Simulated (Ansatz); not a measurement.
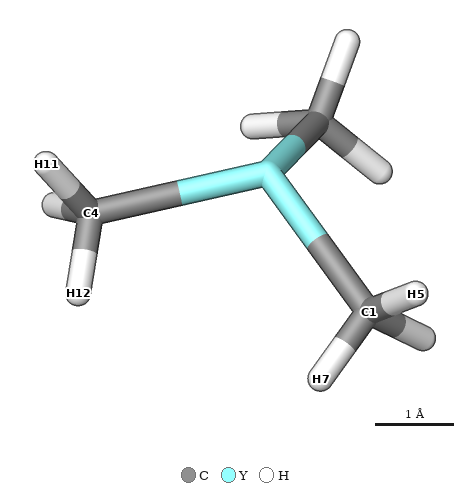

Fig. 1: The input geometry (stick view, seen at a tilt; atoms are numbered from 1 in the order of the input). Sticks mark near contacts.

Phonon calculation, with input and output: C3H9Y

The run: phonon calculation of C3H9Y, SMILES [CH3][Y]([CH3])[CH3]. Method and program: RKS PBE0-D4/def2-TZVP (Ansatz 0.2.0).

The geometry comes from this level: PBE0-D4/def2-TZVP. Figures and captions count atoms from 1; the log counts them from 0 in places.

What the program printed
```
Functional definition: PBE0
  name "PBE0"
  cite "Adamo & Barone, J. Chem. Phys. 110, 6158 (1999) doi:10.1063/1.478522"
  cite "Perdew, Burke & Ernzerhof, Phys. Rev. Lett. 77, 3865 (1996) doi:10.1103/PhysRevLett.77.3865"
  parent pbe
  parameter a = 0.25
  parameter kappa = 0.804
  parameter beta = 0.06672455060314922
  exchange = (1 - a)*pbe_x(kappa = kappa, mu = beta*pi^2/3) + a*exact_x
  correlation = pbe_c(beta = beta)
1318 factors; their error is unknown
mean field evaluation 1: about -4275.8647 eV, gradient 9.5e1 eV
mean field evaluation 2: about -4246.8429 eV, gradient 1.3e2 eV
mean field evaluation 4: about -4296.6269 eV, gradient 5.5e0 eV
mean field evaluation 8: about -4296.7106 eV, gradient 5.4e-2 eV
mean field evaluation 16: about -4296.7170 eV, gradient 3.1e-5 eV
mean field -4296.71704700 eV, -157.9014390577 hartree, gradient 3.1e-5 eV, S^2 0.000000; 0 other end points of the search recorded, 0 dependent functions left out
the calculation of the forces begins
reference -4296.71709200 eV, -157.9014407115 hartree; 19, 19 occupied and 168, 168 virtual orbitals, 1318 factors
these checks for a lower state are left out or cut short: stability, starts, cluster_reference, orbital_swaps, neighbouring_geometries, increment
1318 factors; their error is unknown
mean field -4296.71691299 eV, -157.9014341329 hartree, gradient 2.7e-6 eV, S^2 0.000000; 0 other end points of the search recorded, 0 dependent functions left out
[... from here on the field's lines of each further geometry are left out, up to the last ...]
the calculation of the forces begins
reference -4296.71701561 eV, -157.9014379044 hartree; 19, 19 occupied and 168, 168 virtual orbitals, 1318 factors
these checks for a lower state are left out or cut short: stability, starts, cluster_reference, orbital_swaps, neighbouring_geometries, increment
1318 factors; their error is unknown
mean field -4296.71700196 eV, -157.9014374026 hartree, gradient 1.6e-6 eV, S^2 0.000000; 0 other end points of the search recorded, 0 dependent functions left out
the calculation of the forces begins
reference -4296.71704695 eV, -157.9014390561 hartree; 19, 19 occupied and 168, 168 virtual orbitals, 1318 factors
Total energy: -4296.88532000 eV, -157.9076229765 hartree
Atom 0 at    -0.670182     2.040606    -0.603577 Å, force     0.000380     0.003020     0.000814 eV/Å
Atom 1 at     0.521036     0.026986    -0.535388 Å, force    -0.000766     0.003175    -0.000590 eV/Å
Atom 2 at     1.622139    -0.237807     1.512743 Å, force     0.000329     0.000638     0.002933 eV/Å
Atom 3 at    -0.869508    -1.798717    -0.994364 Å, force    -0.000839    -0.003907    -0.000099 eV/Å
Atom 4 at    -0.314574     2.747560    -1.367953 Å, force    -0.001494    -0.002215     0.002834 eV/Å
Atom 5 at    -0.614319     2.572947     0.355781 Å, force    -0.000005    -0.002436    -0.004381 eV/Å
Atom 6 at    -1.735435     1.872803    -0.812439 Å, force     0.001784     0.000094     0.000442 eV/Å
Atom 7 at     2.718248    -0.285824     1.431858 Å, force    -0.001664    -0.000735     0.000019 eV/Å
Atom 8 at     1.311140    -1.161087     2.020139 Å, force     0.001161     0.001246    -0.000428 eV/Å
Atom 9 at     1.401371     0.591518     2.198451 Å, force     0.000064    -0.002198    -0.002255 eV/Å
Atom 10 at    -0.601603    -2.350226    -1.907895 Å, force    -0.001125     0.001778     0.003413 eV/Å
Atom 11 at    -1.915095    -1.486370    -1.120454 Å, force     0.003068    -0.000614     0.000498 eV/Å
Atom 12 at    -0.853208    -2.532389    -0.176914 Å, force    -0.000893     0.002154    -0.003198 eV/Å
Dipole moment:     0.575882     0.030012    -0.591181 e Å
Vibrations: 42.95 50.93 53.01 76.24 112.42 112.46 333.00 339.79 340.09 395.26 413.47 413.60 455.93 491.12 491.37 1141.20 1141.27 1145.00 1416.31 1421.68 1421.69 1426.09 1426.11 1427.95 2986.55 2986.82 2989.35 3059.18 3059.47 3061.52 3073.40 3076.49 3076.59 cm⁻¹, zero-point energy 2.694072 eV
```

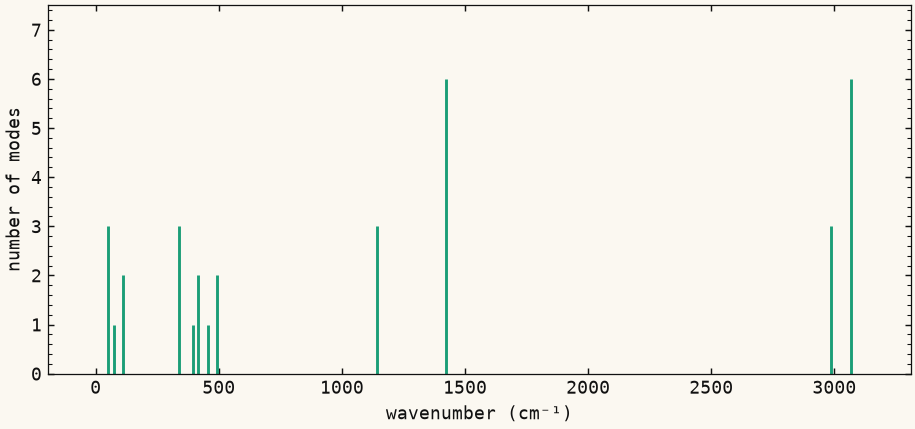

Fig. 2: Harmonic vibrational wavenumbers from the force constants; neighbouring modes closer than 14 cm⁻¹ are counted in one stick. 33 modes from 43 to 3077 cm⁻¹, none imaginary.

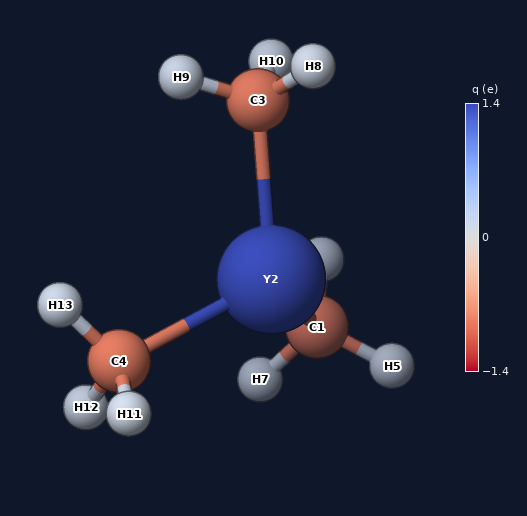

Fig. 3: Mulliken charges, as the colour of each atom (ball-and-stick view, seen at a tilt; atoms are numbered from 1 in the order of the input). By element: C −0.86, Y +1.37 and H +0.12 to +0.14 e.

The run was set up as follows.

Input file
```yaml
crystal:
  periodic: [false, false, false]
  atoms:
    - {symbol: C, position_ang: [-0.670182, 2.040606, -0.603577]}
    - {symbol: Y, position_ang: [0.521036, 0.026986, -0.535388]}
    - {symbol: C, position_ang: [1.622139, -0.237807, 1.512743]}
    - {symbol: C, position_ang: [-0.869508, -1.798717, -0.994364]}
    - {symbol: H, position_ang: [-0.314574, 2.747560, -1.367953]}
    - {symbol: H, position_ang: [-0.614319, 2.572947, 0.355781]}
    - {symbol: H, position_ang: [-1.735435, 1.872803, -0.812439]}
    - {symbol: H, position_ang: [2.718248, -0.285824, 1.431858]}
    - {symbol: H, position_ang: [1.311140, -1.161087, 2.020139]}
    - {symbol: H, position_ang: [1.401371, 0.591518, 2.198451]}
    - {symbol: H, position_ang: [-0.601603, -2.350226, -1.907895]}
    - {symbol: H, position_ang: [-1.915095, -1.486370, -1.120454]}
    - {symbol: H, position_ang: [-0.853208, -2.532389, -0.176914]}
basis:
  gaussian: {orbitals: def2-TZVP}
hamiltonian: {xc: pbe0, dispersion: d4}
phonons: {temperatures: {t_min: 298.15, t_max: 900, t_step: 200}}
```

Run as:
```bash
ansatz run in.yaml --threads 4 --pin off --events-out ev --progress --plain --max-ram 10444MiB
```

Summary

- outcome: converged
- total energy: −4296.8853 eV
- mean-field energy: −4296.7171 eV
- dispersion energy: −0.1682 eV
- largest force (length of the vector): 0.005 eV/Å
- dipole moment: 3.97 D
- hardware: 4 threads of Intel Xeon, 54 GiB of memory available, shared host
- wall time: 1.8 min (CPU time 6.5 min)
- peak memory: 0.5 GiB
